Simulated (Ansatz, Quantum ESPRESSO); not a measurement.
# NaMgF3 (Neighborite): modes at Γ and the response to a field, part 3 of 3

Wanted: the vibrations of NaMgF3 (Neighborite) at Γ, by two programs.

Quantum ESPRESSO 7.5; DFT LDA, scalar-relativistic, plane waves, JTH PAW pseudopotentials.

So far, highest optical zone-centre mode (no LO-TO term) (cm⁻¹): step 6 (zone-centre analysis) 613; step 7 (ASR crystal) 613. The relaxed cell has a = 3.821 Å (conventional setting).

The database entry behind the starting cell lists a temperature of 1273 K, so it need not match the best structure at ambient conditions.

### Step 8. Sum rules set otherwise: a sum rule for molecules or wires on a crystal

This rule also removes rotations, which suits molecules and not a crystal; it is tried to see the harm.

Contents of dynmat.in:

```
 &input
    fildyn='g.dyn',
    asr='zero-dim',
    fileig='dynmat.eig',
    lperm=.true.,
 /
```

On the command line:

```sh
$ dynmat.x -in dynmat.in > dynmat.out
```

Numbers of over 12 decimals in the logs are rounded to 6 here.

What it wrote:

```text
[banner, memory and clock lines left out]
Program DYNMAT v.7.5

     Reading Dynamical Matrix from file g.dyn
     ...Force constants read
     ...epsilon and Z* read
     Acoustic Sum Rule: || Z*(ASR) - Z*(orig)|| =    3.963455E-01
     Acoustic Sum Rule: ||dyn(ASR) - dyn(orig)||=    1.701705E-01
     A direction for q was not specified:TO-LO splitting will be absent

     Polarizability (A^3 units)
     multiply by 0.756049 for Clausius-Mossotti correction
         4.298619    0.000000    0.000000
         0.000000    4.298619    0.000000
         0.000000    0.000000    4.298619

     IR activities are in (D/A)^2/amu units

# mode   [cm-1]    [THz]      IR
    1    -53.89   -1.6156    2.8709
    2     -0.00   -0.0000    0.0000
    3     -0.00   -0.0000    0.0000
    4     -0.00   -0.0000    0.0000
    5     -0.00   -0.0000    0.0000
    6      0.00    0.0000    0.0000
    7      0.00    0.0000    0.0000
    8     81.30    2.4373    1.8375
    9     81.30    2.4373    1.8375
   10    214.96    6.4443    2.4191
   11    214.96    6.4443    2.4191
   12    285.76    8.5669    1.5220
   13    609.27   18.2655    4.0784
   14    609.27   18.2655    4.0784
   15    613.17   18.3823    4.0798

Electronic dielectric permittivity tensor (relative, adimensional)
         1.967999    0.000000    0.000000
         0.000000    1.967999    0.000000
         0.000000    0.000000    1.967999

 ... with zone-center polar mode contributions
        11.040974   -3.972938   -3.972938
        -3.972938   11.040974   -3.972938
        -3.972938   -3.972938   11.040974

[end of the log left out, with the tail of the file of modes that dynmat.x writes under the same name]
```

Run time: 0.47 s. Hardware: 1 thread of Arm Neoverse V2, shared host.

The run ended normally, but on settings that are not sound.

The fault: a sum rule for molecules or wires on a crystal; 3 optical modes are projected out to zero frequency, as if they were rotations.

For a crystal the rule has to be 'simple' or 'crystal'.

Zone-centre frequencies as printed; negative means imaginary. Modes:

```tsv
mode	frequency (cm⁻¹)
1	-53.89
2	0
3	0
4	0
5	0
6	0
7	0
8	81.3
9	81.3
10	215
11	215
12	285.8
13	609.3
14	609.3
15	613.2
```

### Step 9. Modes along a direction of q (1 0 0)

A longitudinal polar mode sets up a macroscopic field that stiffens it; the term hangs on the direction from which q goes to zero.

Contents of dynmat.in:

```
 &input
    fildyn='g.dyn',
    asr='simple',
    fileig='dynmat.eig',
    q(1)=1.0,
    q(2)=0.0,
    q(3)=0.0,
 /
```

On the command line:

```sh
$ dynmat.x -in dynmat.in > dynmat.out
```

What it wrote:

```text
[banner, memory and clock lines left out]
Program DYNMAT v.7.5

     Reading Dynamical Matrix from file g.dyn
     ...Force constants read
     ...epsilon and Z* read

     Polarizability (A^3 units)
     multiply by 0.756049 for Clausius-Mossotti correction
         4.298619    0.000000    0.000000
         0.000000    4.298619    0.000000
         0.000000    0.000000    4.298619

     IR activities are in (D/A)^2/amu units

# mode   [cm-1]    [THz]      IR
    1    -53.89   -1.6156    2.8709
    2    -53.89   -1.6156    2.8709
    3     -0.00   -0.0000    0.0000
    4     -0.00   -0.0000    0.0000
    5      0.00    0.0000    0.0000
    6    122.82    3.6821    0.0000
    7    122.82    3.6821    0.0000
    8    122.82    3.6821    0.0000
    9    168.44    5.0498    0.7566
   10    285.76    8.5668    1.5216
   11    285.76    8.5668    1.5216
   12    341.81   10.2471    1.7783
   13    613.14   18.3815    4.0802
   14    613.14   18.3815    4.0802
   15    688.50   20.6408    5.9378

[end of the log left out, with the tail of the file of modes that dynmat.x writes under the same name]
```

Elapsed: 0.47 s, on 1 thread.

Read from the output:

- highest mode moved by the LO-TO term: 688.5 cm⁻¹

Zone-centre frequencies as printed; negative means imaginary. Modes:

```tsv
mode	frequency (cm⁻¹)
1	-53.89
2	-53.89
3	0
4	0
5	0
6	122.8
7	122.8
8	122.8
9	168.4
10	285.8
11	285.8
12	341.8
13	613.1
14	613.1
15	688.5
```

The field moves 3 modes; the highest of them now lies at 688 cm⁻¹, where the highest that moved away lay at 613.

### Step 10. A second program

The same cell goes through another code, with its own cutoff. The potentials differ. Its k mesh is centred on Γ.

This step: DFT LDA, scalar-relativistic, plane waves, PAW (Ansatz 0.2.0).

Contents of input.yaml:

```yaml
crystal:
  lattice:
    - [3.821389778, 0.0, 0.0]
    - [0.0, 3.821389778, 0.0]
    - [0.0, 0.0, 3.821389778]
  atoms:
    - { symbol: Na, position: [0.0, 0.0, 0.0] }
    - { symbol: Mg, position: [0.5, 0.5, 0.5] }
    - { symbol: F, position: [0.5, 0.5, 0.0] }
    - { symbol: F, position: [0.0, 0.5, 0.5] }
    - { symbol: F, position: [0.5, 0.0, 0.5] }
kpoints:
  mp_grid: { grid: [6, 6, 6] }
hamiltonian:
  xc: lda
scf:
  occupations: { method: fixed }
output:
  eigenvalues: true
phonons:
  method: dfpt
  dielectric: true
  rigid_motions: translations
```

On the command line:

```sh
$ ansatz run input.yaml --threads 4 --pin off --max-ram 8192MiB --backend cpu --events-out ev --progress --plain --runs-dir out
```

What it wrote:

```text
Engine: ansatz 0.2.0, aarch64-unknown-linux-gnu
Pseudopotentials: kind: paw
Pseudopotential: Na, paw, valence charge 9, recommended cutoff 420 eV (normal), Na.paw.azcp
Pseudopotential: Mg, paw, valence charge 10, recommended cutoff 420 eV (normal), Mg.paw.azcp
Pseudopotential: F, paw, valence charge 7, recommended cutoff 420 eV (normal), F.paw.azcp
Functional definition: SPW92
  exchange = slater_x
  correlation = pw_c
Crystal: 5 atoms, lattice volume = 55.804 Å³
Basis set: ecut = 420 eV, 1045 PW (Γ), exchange–correlation on 54×54×54 points (8 copies of the dense FFT grid, shifted against one another)
Bands: 25, of which v1, the nominal top of the filled ones, is band 20 counted from 1 (19 counted from 0)
Symmetry: 48 space group operations
k-points: 80 of 216 (irreducible under 2 space group operations, time reversal used)
Non-local potential: Na, projectors of the file, l = 0: 3, l = 1: 2, l = 2: 1
Non-local potential: Mg, projectors of the file, l = 0: 3, l = 1: 2, l = 2: 1
Non-local potential: F, projectors of the file, l = 0: 2, l = 1: 2, l = 2: 1
PAW form: soft (Blöchl's): semilocal exchange-correlation on the pseudo side does not see the compensation charge
PAW frozen core: Na, regenerated for the run's functional, and the local potential with it (the file was generated under x = pbe(κ = 0.804, μ = 0.219515), c = pbe(β = 0.066725))
PAW frozen core: Mg, regenerated for the run's functional, and the local potential with it (the file was generated under x = pbe(κ = 0.804, μ = 0.219515), c = pbe(β = 0.066725))
PAW frozen core: F, regenerated for the run's functional, and the local potential with it (the file was generated under x = pbe(κ = 0.804, μ = 0.219515), c = pbe(β = 0.066725))
PAW one-centre angular grid: Na, 110 points (default); XC on 64 Gauss nodes
PAW one-centre angular grid: Mg, 110 points (default); XC on 64 Gauss nodes
PAW one-centre angular grid: F, 110 points (default); XC on 64 Gauss nodes
Initial density: superposition of atomic densities (neutral atoms: chi_scale 0, normalization atom), corrected by the library's trained network
Initial wavefunctions: pseudopotential atomic-orbital guess
Functional: x = slater, c = lda
SCF iter   1: F=—  HF=-5757.356897 eV  |F-HF|=—  |Δ(HF+E_count)|=         —  Δρ=2.08e-2  dr2=1.65e-1  ethr=1.77e-3  ⟨swp⟩=4.8  Hψ=7907  notcnv=0  defer=214
preconditioner: auto → Resta (q_TF=auto, 2.581 Å⁻¹)  ε∞=2.6  [insulator: Δε(μ)=5.810 eV  Ē_g=21.260 eV  n_scr=18 (ndim 8)  ℏωp=27.2 eV  f_vac=0.089  ε∞_Penn≈2.6]
SCF iter   2: F=—  HF=-5757.300374 eV  |F-HF|=—  |Δ(HF+E_count)|=   5.65e-2  Δρ=5.22e-3  dr2=4.19e-3  ethr=4.13e-4  ⟨swp⟩=2.2  Hψ=3641  notcnv=0  defer=220
SCF iter   3: F=—  HF=-5757.298332 eV  |F-HF|=—  |Δ(HF+E_count)|=   2.04e-3  Δρ=1.98e-3  dr2=1.21e-3  ethr=1.05e-5  ⟨swp⟩=2.0  Hψ=3661  notcnv=0  defer=226
SCF iter   4: F=—  HF=-5757.297994 eV  |F-HF|=—  |Δ(HF+E_count)|=   3.39e-4  Δρ=7.61e-4  dr2=1.71e-4  ethr=3.02e-6  ⟨swp⟩=1.2  Hψ=1942  notcnv=0  defer=183
SCF iter   5: F=—  HF=-5757.297933 eV  |F-HF|=—  |Δ(HF+E_count)|=   6.05e-5  Δρ=1.30e-4  dr2=6.40e-6  ethr=4.28e-7  ⟨swp⟩=3.0  Hψ=3454  notcnv=0  defer=81
SCF iter   6: F=—  HF=-5757.297933 eV  |F-HF|=—  |Δ(HF+E_count)|=   1.04e-7  Δρ=2.44e-5  dr2=4.01e-7  ethr=1.60e-8  ⟨swp⟩=2.0  Hψ=2381  notcnv=0  defer=80
SCF iter   7: F=—  HF=-5757.297935 eV  |F-HF|=—  |Δ(HF+E_count)|=   1.42e-6  Δρ=3.86e-6  dr2=7.53e-9  ethr=1.00e-9  ⟨swp⟩=2.7  Hψ=3483  notcnv=0  defer=80
SCF iter   8: F=—  HF=-5757.297935 eV  |F-HF|=—  |Δ(HF+E_count)|=   2.17e-9  Δρ=6.52e-7  dr2=1.01e-10  ethr=1.88e-11  ⟨swp⟩=2.3  Hψ=3011  notcnv=0  defer=80
SCF iter   9: F=-5757.297935 eV  HF=-5757.297935 eV  |F-HF|=9.09e-13  |Δ(HF+E_count)|=  3.09e-11  Δρ=3.37e-8  dr2=4.35e-13  ethr=1.00e-12  ⟨swp⟩=11.3  Hψ=11452  notcnv=0
SCF 1 converged in 9 iterations: F = -5757.297935 eV  dr2 = 4.35e-13
  greatest PAW one-centre occupation: 1.001 electrons in one spin orbital (limit 2), on the Mg atom at site 1 (counted from 0), in its partial waves of l = 1
DFPT response loops at Γ: preconditioner auto → none (the input reference at scf.mixing.eps_inf says where Resta's filter doesn't serve); β = 0.50; Broyden in place of MSR1
SCF converged after 9 iterations
Free energy (F): -5757.297935 eV
Harris-Foulkes:  -5757.297935 eV  (|F-HF|=9.09e-13)
Internal energy: -5757.297935 eV  (E = F + TS)
E sigma→0 (E₀):  -5757.297935 eV
Fermi energy:    1.992961 eV
--- Per-component energies (eV) ---
  E_band       = -639.382748
  E_kinetic    = 819.438549
  E_local      = -4356.396157  (includes V_loc(G=0)·N_el)
  E_nonlocal   = 439.758923
  E_hartree    = 1560.370810
  E_xc         = -303.868784
  E_vxc        = -393.864194  (∫ρ·V_xc dr)
  E_paw        = -1078.435026  (= ΣΔE_a)
  E_vpaw       = -269.067750  (= ΣTr[D̂ρ^β])
  E_aug_tail   = 0.006243  (compensation charges beyond the density's cutoff)
  E_ewald      = -2838.803618
  E_core_change = 0.631125  (= ΣΔE_core)
  E_smearing   = -0.000000  (= −TS)
  E_closure    = 0.000000  (closes the sum)
  Σ components = -5757.297935   (vs F -5757.297935, Δ=0.00e0)
--- Band table (eV; the first three rows and the last of 80) ---
  k-point 0: bands = [... 16 lower, 1.2417, 1.5118, 1.5118, 1.5118, 8.0916, 15.5058, 15.5058, 16.1340, ... 1 higher]
  k-point 1: bands = [... 16 lower, 1.1754, 1.1879, 1.4643, 1.4643, 8.5850, 14.6728, 15.8608, 16.3688, ... 1 higher]
  k-point 2: bands = [... 16 lower, 0.9297, 1.0511, 1.4215, 1.4215, 9.8070, 13.1082, 16.6628, 17.1459, ... 1 higher]
  k-point 79: bands = [... 16 lower, 0.7224, 1.9930, 1.9930, 1.9930, 12.4107, 15.2256, 15.2256, 15.2256, ... 1 higher]
--- Phonons (Γ-DFPT): 4 representative perturbations + reference, on 80 of 216 k-points (Σ response iterations 14) ---
  k mesh reduced under 2 symmetry operations, with k and −k counted as one. Each operation leaves every solved perturbation unchanged. A smaller set is not considered because the run solves the response to a homogeneous field
  ASR residual: 3.433e-5 → 0.000e0 eV/Å²; symmetrization residual: 4.693e-6 eV/Å²
  ASR residual per site (eV/Å²): 1.43e-6 3.43e-5 2.57e-5 2.57e-5 2.57e-5
  Γ frequencies (cm⁻¹): -60.00 -60.00 -60.00 0.00 0.00 0.00 125.19 125.19 125.19 287.21 287.21 287.21 597.97 597.97 597.97
  ε∞ (high-frequency dielectric tensor):
        1.986569    -0.000000     0.000000
        0.000000     1.986569     0.000000
        0.000000     0.000000     1.986569
  softest optical mode at Γ: -60.00 cm⁻¹; the repairs (sum rule, projections) moved no ω² at Γ by more than (1.18 cm⁻¹)²
  Born effective charges Z* (e; rows j = field, columns β = displacement):
    site 0:
         1.13776    0.00000    0.00000
         0.00000    1.13776    0.00000
         0.00000    0.00000    1.13776
    site 1:
         1.89293    0.00000    0.00000
        -0.00000    1.89293    0.00000
         0.00000    0.00000    1.89293
    site 2:
        -0.88764    0.00000    0.00000
        -0.00000   -0.88764    0.00000
         0.00000    0.00000   -1.25541
    site 3:
        -1.25541    0.00000    0.00000
        -0.00000   -0.88764    0.00000
         0.00000    0.00000   -0.88764
    site 4:
        -0.88764    0.00000    0.00000
         0.00000   -1.25541    0.00000
         0.00000    0.00000   -0.88764
  Z* charge neutrality: 2.111e-5 e pre-enforcement
  k-mesh period / interband length: 22.9 Å / 0.89 Å = 25.68 at k = (0.0000, 0.0000, 0.0000), direct gap 6.580 eV — 14 or more, which is no proof of convergence
  optical modes at Γ without the LO–TO term, one row a degenerate level:
      ω (cm⁻¹)  modes    IR ((D/Å)²/amu)
        -60.00      3             8.4347
        125.19      3             0.0000
        287.21      3             4.7771
        597.97      3            12.3714
  optical modes at Γ + LO–TO along q̂ = [1.0000, 0.0000, 0.0000]:
      ω (cm⁻¹)  modes    IR ((D/Å)²/amu)
        -60.00      2             5.6232
        125.19      3             0.0000
        163.24      1             0.7460
        287.21      2             3.1847
        342.36      1             1.7046
        597.97      2             8.2476
        675.77      1             6.0771
  optical modes at Γ + LO–TO along q̂ = [0.0000, 1.0000, 0.0000]:
      ω (cm⁻¹)  modes    IR ((D/Å)²/amu)
        -60.00      2             5.6232
        125.19      3             0.0000
        163.24      1             0.7460
        287.21      2             3.1847
        342.36      1             1.7046
        597.97      2             8.2476
        675.77      1             6.0771
  optical modes at Γ + LO–TO along q̂ = [0.0000, 0.0000, 1.0000]:
      ω (cm⁻¹)  modes    IR ((D/Å)²/amu)
        -60.00      2             5.6232
        125.19      3             0.0000
        163.24      1             0.7460
        287.21      2             3.1847
        342.36      1             1.7046
        597.97      2             8.2476
        675.77      1             6.0771
```

It took 16 s on 4 threads; peak memory 0.63 GiB; 60 s of CPU time.

Read from the output:

| Item | Value |
| --- | --- |
| gap on the k-mesh | 6.099 eV |
| sum-rule residual before enforcement | 3.43e-5 eV/Å² |
| miss of the charge sum rule | 2.11e-5 e |
| highest optical zone-centre mode (no LO-TO term) | 598.0 cm⁻¹ |
| lowest optical zone-centre mode | -60 cm⁻¹ |
| mean high-frequency dielectric constant | 1.987 |
| largest Born charge in size (third of the trace) | 1.893 e |
| highest mode moved by the LO-TO term | 675.8 cm⁻¹ |

Transverse modes; imaginary modes left out. Infrared lines, with heights relative to the strongest:

```tsv
position (cm⁻¹)	label	IR intensity ((D/Å)²/amu), degenerate modes summed, relative
125	T2u	0.0
287	T1u	39
598	T1u	100
```

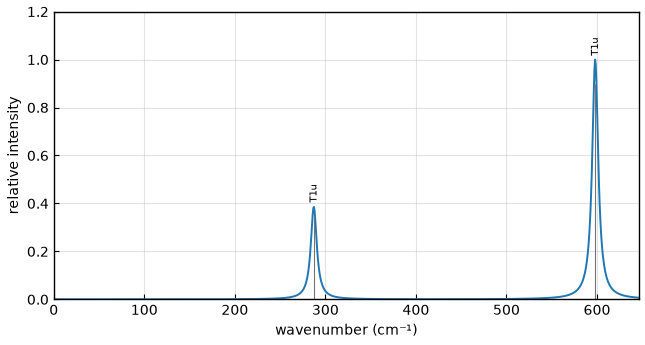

The infrared spectrum, broadened with Lorentzians of width 8 cm⁻¹; bars mark the lines.

### Step 11. The two compared: QE JTH and Ansatz, PAW

Numbers from this step:

```
root-mean-square difference : 8.29 cm⁻¹
largest difference          : 15.17 cm⁻¹
```

The 12 of 12 modes that differ most. Frequencies side by side:

```tsv
q (reciprocal lattice)	mode	QE JTH (cm⁻¹)	Ansatz, PAW (cm⁻¹)
0 0 0	1	-53.89	-60
0 0 0	2	-53.89	-60
0 0 0	3	-53.89	-60
0 0 0	7	122.8	125.2
0 0 0	8	122.8	125.2
0 0 0	9	122.8	125.2
0 0 0	10	285.8	287.2
0 0 0	11	285.8	287.2
0 0 0	12	285.8	287.2
0 0 0	13	613.1	598
0 0 0	14	613.1	598
0 0 0	15	613.1	598
```

The two runs side by side. Further quantities:

```tsv
quantity	QE JTH	Ansatz, PAW
mean ε∞	1.968	1.987
largest Born charge in size (e; the first before, the second after the charge sum rule)	1.877	1.893
```

At the zone centre the largest difference (acoustic modes at Γ apart) is 2 % of the highest mode.

### Step 12. What came out

* space group after relaxation: Pm-3m
* volume per atom: 11.2 Å³
* gap on the k-mesh: 6.08 eV
* highest optical zone-centre mode (no LO-TO term): 613.1 cm⁻¹
* lowest optical zone-centre mode: -53.9 cm⁻¹
* highest mode moved by the LO-TO term: 688.5 cm⁻¹
* mean high-frequency dielectric constant: 1.97
* largest Born charge in size (third of the trace): 1.88 e
* imaginary optical modes at the zone centre (no q mesh in this session): yes
* largest difference from Ansatz, PAW: 15.2 cm⁻¹

What this shows: At the LDA level the optical modes of NaMgF3 (Neighborite) at the zone centre (no LO-TO term) run from 54i to 613 cm⁻¹, so the structure is a saddle point, with 3 modes beyond 10i cm⁻¹ there. Along the directions run, the highest mode that the macroscopic field moves lies at 688 cm⁻¹. Of the 12 optical modes, 9 are infrared active alone and 3 are silent. QE JTH and Ansatz, PAW differ by 8.3 cm⁻¹ in the root mean square and by 15.2 cm⁻¹ at most, 2.5 % of the highest mode compared (acoustic modes at Γ left out); the two use different potentials, and the cell was not relaxed for the second set. These are harmonic frequencies at zero temperature: anharmonic shifts and linewidths and thermal expansion are left out.

[Host names and launcher messages were left out of these logs when they were recorded.]

[Logs are printed without paths, hosts, clocks, repeated set-up lines and the standing remarks that a program may print on its own settings, such as how far it seeks lower states.]

[Hosts, paths, dates, database ids (printed as entryN), source tags and the programs' standing remarks are cut or masked in the printed files.]
